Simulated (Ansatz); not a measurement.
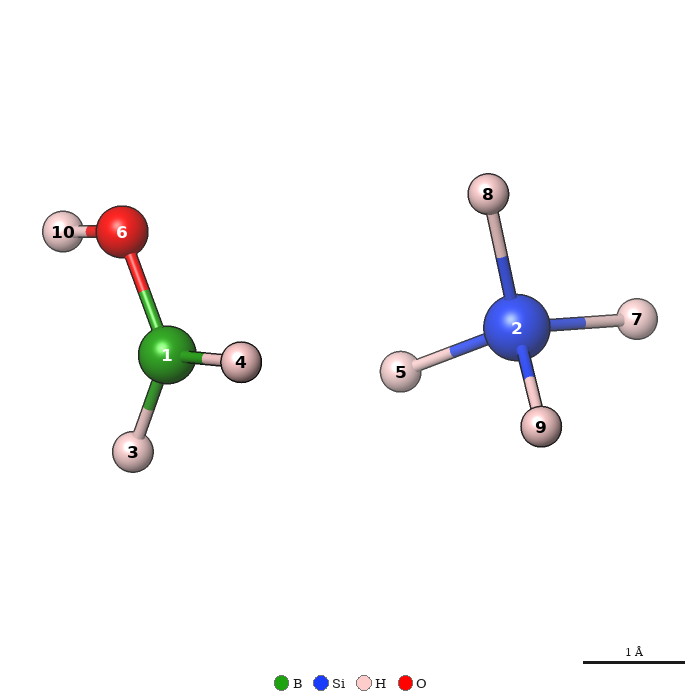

Orthographic view. Distant atoms are faded towards the background colour. The geometry was computed by an optimisation with PBE0-D4/def2-TZVP.

List the bonded neighbours of every atom.

B1: H3, H4, O6
Si2: H5, H7, H8, H9
H3: B1
H4: B1
H5: Si2
O6: B1, H10
H7: Si2
H8: Si2
H9: Si2
H10: O6
